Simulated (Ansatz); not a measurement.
BaTiO$_{3}$ (tetragonal-perovskite type, space group P4mm)

```yaml
crystal:
  lattice:
    - [3.98510, 0.00000, 0.00000]
    - [0.00000, 3.98510, 0.00000]
    - [0.00000, 0.00000, 4.20426]
  atoms:
    - { symbol: Ti, position: [0.50000, 0.50000, 0.45787] }
    - { symbol: Ba, position: [0.00000, 0.00000, 0.94066] }
    - { symbol: O, position: [0.50000, 0.50000, 0.88874] }
    - { symbol: O, position: [0.50000, 0.00000, 0.40937] }
    - { symbol: O, position: [0.00000, 0.50000, 0.40937] }
```

Scan: atom 3 (O, nearest neighbour Ti at 1.811 Å; its periodic images, 4.0 Å or more away, move with it) is displaced towards the nearest neighbour, direction (0.000, 0.000, -1.000) in Cartesian axes, by s. The other atoms stay.

These are PBE (plane waves to 420 eV, PAW, scalar-relativistic; Ansatz, an electronic-structure program) values and carry that method's errors. k mesh 7×7×6 (Γ-centred), Fermi-Dirac smearing 0.05 eV. The energy includes the smearing's −TS. Left out: 2 of 11 points, with atoms too close for the PAW data. BaTiO3 is run without spin polarisation. BaTiO3 was relaxed with its symmetry unable to fall. The PAW data are Ansatz's earlier set. ΔE is measured from the undisplaced structure.

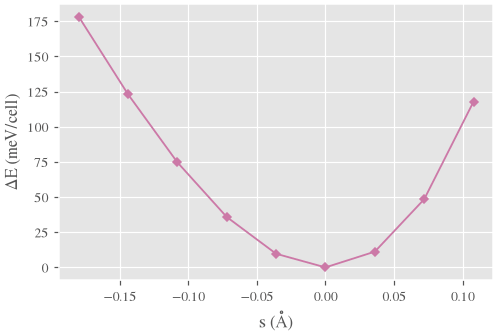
Figure: ΔE (meV/cell) against s (Å); markers are the computed points, lines only join them.

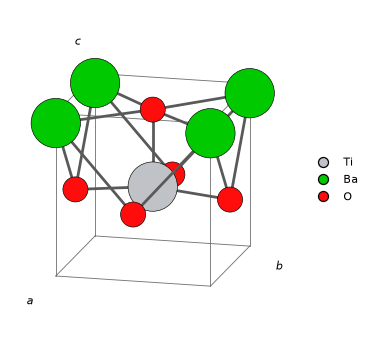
The cell of the calculation at s = -0.180 Å.

The force constant k = d²E/ds² at s = 0 (finite differences) comes out as 16.1 eV/Å² and the energy at s = 0.108 Å comes out as 117.9 meV/cell. Shape of the curve: a single well with its minimum at or next to zero displacement. Harmonic estimate at the end of the scan: ½ks² = 93.7 meV/cell against the computed 117.9 meV/cell, so the well is stiffer than harmonic there. Symmetry of the curve: not even: the positive side lies higher at ±0.108 Å.

The forces along the line at the two nearest points give (0.517 − (-0.647)) / (2·0.036) = 16.17 eV/Å²; the next pair corrects for the finite step.

(For displaced atoms, the force is minus the slope of the energy, and its curvature is a force constant, which sets phonon frequencies.)
